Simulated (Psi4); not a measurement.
**wB97M-V/def2-TZVPP (core potential) run of SnF2 (SMILES [F][Sn][F])**

What is the vertical singlet–triplet gap of SnF2 at wB97M-V/def2-TZVPP (core potential)? 

The results are computed with Psi4 1.11.

## Step 1: The molecule

The species is SnF2 (3 atoms), meant as a singlet with charge 0. SMILES: `[F][Sn][F]`. Geometry: a GFN2-xTB relaxation, a rough one for these elements and not checked as a minimum.

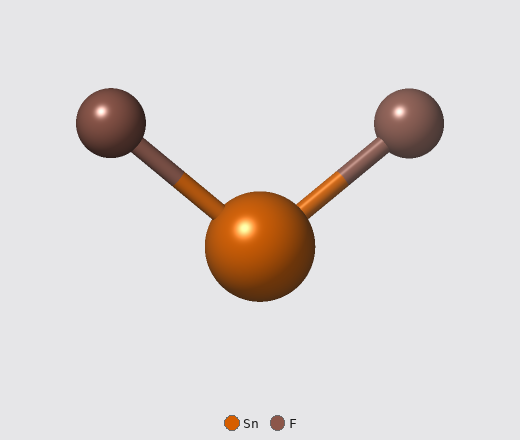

The structure, seen from a chosen angle (tin orange, fluorine brown).

## Step 2: The energy at wB97M-V/def2-TZVPP (core potential)

Input file f2sn_ase.py:

```python
import numpy as np
from ase.calculators.psi4 import Psi4
from ase import Atoms

a = Atoms(['Sn', 'F', 'F'], positions=[
    [0.005290, -0.007560, -0.865150],
    [1.618310, -0.021230, 0.443060],
    [-1.623610, 0.028790, 0.422090],
])
calc = Psi4(atoms=a, method='wb97m-v', basis='def2-TZVPP', memory='1600MB', num_threads=1, charge=0, multiplicity=1, label='psi4-calc')
calc.psi4.set_options({'puream': True, 'e_convergence': 1e-09, 'd_convergence': 1e-08, 'scf_type': 'pk', 'dft_radial_points': 99, 'dft_spherical_points': 590})
a.calc = calc

print(f'energy: {a.get_potential_energy():.6f} eV')
```

Command:

```console
$ python f2sn_ase.py
```

psi4-calc.dat, cut to the lines that bear on the results:

```text
[...]
    !!!  WARNING: ECP capability is in beta. Please check occupations closely.  !!!
[...]
  Running in c1 symmetry.
[...]
  Nuclear repulsion =  114.128845380918179
[...]
  Multiplicity = 1
[...]
  Nalpha       = 20
  Nbeta        = 20
[...]
    Number of basis functions: 112
[...]
 WARNING: Atomic UHF is not converging! Try casting from a smaller basis or call Rob at CCMST.
   -------------------------
[...]
   @RKS iter   1:  -413.84538968610434   -1.93790e+00   7.08398e-03 ADIIS/DIIS
[...]
   @RKS iter  12:  -414.06465838345741   -2.76827e-11   8.87281e-09 DIIS
[...]
    Orbital Energies [Eh]
    ---------------------
    Doubly Occupied:
       1A    -24.837954     2A    -24.837863     3A     -5.311190
       4A     -3.646794     5A     -3.638155     6A     -3.637495
       7A     -1.246426     8A     -1.240624     9A     -1.199157
      10A     -1.198553    11A     -1.193859    12A     -1.187382
      13A     -1.169518    14A     -0.606147    15A     -0.503703
      16A     -0.482838    17A     -0.481860    18A     -0.469513
      19A     -0.465191    20A     -0.410309
[...]
  @RKS Final Energy:  -414.06465838345741
   => Energetics <=
    Nuclear Repulsion Energy =            114.1288453809181789
    One-Electron Energy =                -883.7234146067079337
    Two-Electron Energy =                 383.4135957539528476
    DFT Exchange-Correlation Energy =     -28.0451492349250593
    Empirical Dispersion Energy =           0.0000000000000000
    VV10 Nonlocal Energy =                  0.1614643233045732
    Total Energy =                       -414.0646583834574130
[...]
 Multipole Moments:
 ------------------------------------------------------------------------------------
     Multipole            Electronic (a.u.)      Nuclear  (a.u.)        Total (a.u.)
 ------------------------------------------------------------------------------------
 L = 1.  Multiply by 2.5417464519 to convert [e a0] to [Debye]
 Dipole X            :          0.1358227           -0.1256531            0.0101696
 Dipole Y            :         -0.1948597            0.1794592           -0.0154005
 Dipole Z            :        -22.3004160           20.5369234           -1.7634926
 Magnitude           :                                                    1.7635891
[...]
```

On the terminal:

```text
energy: -11267.273258 eV
```

Run time: 75 s. Hardware: 1 thread of Intel Xeon Platinum 8259CL at 2.50GHz (Skylake/Cascade Lake), shared host; peak memory 0.8 GiB.

## Step 3: The triplet

Input file f2sn.xyz:

```xyz
3
F2Sn
Sn     0.005290    -0.007560    -0.865150
F      1.618310    -0.021230     0.443060
F     -1.623610     0.028790     0.422090
```

Input file f2sn.py:

```python
import psi4

psi4.set_memory('1600 MB')
psi4.set_num_threads(1)
psi4.set_output_file('run.log', False)

with open('f2sn.xyz') as f:
    atoms = ''.join(f.readlines()[2:])
mol = psi4.geometry('0 3\n' + atoms + 'symmetry c1\nno_reorient\nno_com')

psi4.set_options({
    'basis': 'def2-TZVPP',
    'reference': 'uks',
    'puream': True,
    'e_convergence': 1e-09,
    'd_convergence': 1e-08,
    'scf_type': 'pk',
    'dft_radial_points': 99,
    'dft_spherical_points': 590,
    'maxiter': 200,
})

result, w = psi4.energy('wb97m-v', molecule=mol, return_wfn=True)
print(f'wb97m-v energy: {result:.10f} Eh')
for k, v in sorted(psi4.core.scalar_variables().items()):
    print(f'{k:45s} {v:18.10f}')
```

Command:

```console
$ python f2sn.py
```

run.log, cut to the lines that bear on the results:

```text
[...]
    !!!  WARNING: ECP capability is in beta. Please check occupations closely.  !!!
[...]
  Running in c1 symmetry.
[...]
  Nuclear repulsion =  114.128845380918179
[...]
  Multiplicity = 3
[...]
  Nalpha       = 21
  Nbeta        = 19
[...]
    Number of basis functions: 112
[...]
   @UKS iter   1:  -413.73178674407870   -1.80981e+00   6.53428e-03 ADIIS/DIIS
[...]
   @UKS iter  15:  -413.93241605623251   -8.46967e-12   9.61215e-09 DIIS
[...]
   @S^2 Observed:                2.011387613E+00
[...]
    Orbital Energies [Eh]
    ---------------------
    Alpha Occupied:
       1A    -24.886372     2A    -24.886351     3A     -5.321252
       4A     -3.653504     5A     -3.650448     6A     -3.648342
       7A     -1.284593     8A     -1.279421     9A     -1.209534
      10A     -1.207292    11A     -1.204678    12A     -1.198938
      13A     -1.194605    14A     -0.646651    15A     -0.554781
      16A     -0.520976    17A     -0.520279    18A     -0.511443
      19A     -0.504063    20A     -0.466430    21A     -0.280524
    Alpha Virtual:
      22A      0.003508    23A      0.006769    24A      0.124315
      25A      0.138258    26A      0.158805    27A      0.224263
[...]
  @UKS Final Energy:  -413.93241605623251
   => Energetics <=
    Nuclear Repulsion Energy =            114.1288453809181789
    One-Electron Energy =                -882.7903369550373327
    Two-Electron Energy =                 382.5691847561579380
    DFT Exchange-Correlation Energy =     -28.0011909402242942
    Empirical Dispersion Energy =           0.0000000000000000
    VV10 Nonlocal Energy =                  0.1610817019530142
    Total Energy =                       -413.9324160562325119
[...]
 Multipole Moments:
 ------------------------------------------------------------------------------------
     Multipole            Electronic (a.u.)      Nuclear  (a.u.)        Total (a.u.)
 ------------------------------------------------------------------------------------
 L = 1.  Multiply by 2.5417464519 to convert [e a0] to [Debye]
 Dipole X            :         -0.1205684            0.1297864            0.0092180
 Dipole Y            :          0.1722381           -0.1857223           -0.0134841
 Dipole Z            :         19.7101595          -21.2536552           -1.5434957
 Magnitude           :                                                    1.5435821
[...]
```

Standard output:

```text
wb97m-v energy: -413.9324160562 Eh
CURRENT ENERGY                                   -413.9324160562
CURRENT REFERENCE ENERGY                         -413.9324160562
DD SOLVATION ENERGY                                 0.0000000000
DFT FUNCTIONAL TOTAL ENERGY                      -413.9324160562
DFT TOTAL ENERGY                                 -413.9324160562
DFT VV10 ENERGY                                     0.1610817020
DFT XC ENERGY                                     -28.0011909402
GRID ELECTRONS ALPHA                               21.0000066118
GRID ELECTRONS BETA                                19.0000069652
GRID ELECTRONS TOTAL                               40.0000135770
NUCLEAR REPULSION ENERGY                          114.1288453809
ONE-ELECTRON ENERGY                              -882.7903369550
PCM POLARIZATION ENERGY                             0.0000000000
PE ENERGY                                           0.0000000000
SCF ITERATION ENERGY                             -413.9324160562
SCF ITERATIONS                                     15.0000000000
SCF TOTAL ENERGY                                 -413.9324160562
TWO-ELECTRON ENERGY                               382.5691847562
XC GRID RADIAL POINTS                              99.0000000000
XC GRID SPHERICAL POINTS                          590.0000000000
XC GRID TOTAL POINTS                           168719.0000000000
```

It took 94 s on 1 thread of Intel Xeon Platinum 8259CL at 2.50GHz (Skylake/Cascade Lake), shared host; peak memory 0.78 GiB.

## Step 4: What came out

At wB97M-V/def2-TZVPP (core potential):

| quantity | value |
| --- | --- |
| singlet: total energy | -414.06466 Eh |
| singlet: dipole moment | 4.48 D |
| singlet: HOMO energy | -11.17 eV |
| singlet: LUMO energy | -1.43 eV |
| singlet: HOMO–LUMO gap | 9.73 eV |
| triplet: total energy | -413.93242 Eh |
| triplet: dipole moment | 3.92 D |
| triplet: HOMO energy (highest over α and β) | -7.63 eV |
| triplet: LUMO energy (lowest over α and β) | -5.00 eV |
| triplet: ⟨S²⟩ | 2.011 |
| vertical energy of the triplet above the singlet | 3.598 eV |

At this shape the triplet lies 3.60 eV (83 kcal/mol) above the singlet.
